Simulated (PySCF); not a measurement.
Vertical excitations of a molecule C₄H₆O₃ from PySCF with TDDFT-PBE/def2-SVPD, as energy in eV (oscillator strength): 3.22 (0.000), 4.45 (0.001), 5.13 (0.030), 5.65 (0.012), 5.87 (0.011), 6.15 (0.000), 6.31 (0.006), 6.66 (0.012), 6.87 (0.001), 7.15 (0.005). Lowest triplet (TDA): 2.75 eV. The structure is a stationary point at B3LYP-D3(BJ)/def2-SVP. Other conformers were not sampled.

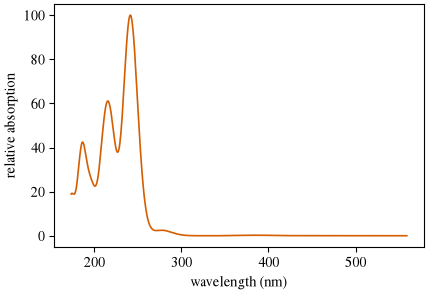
*The lines broadened by 0.4 eV.*

Question: Pick the molecule that these values belong to.
A. CC1(C=O)OCO1
B. C[C@H]1O[C@@H](C=O)O1
C. CC(=O)OCC=O
D. C=C1OC(OC)O1

Answer: A, CC1(C=O)OCO1
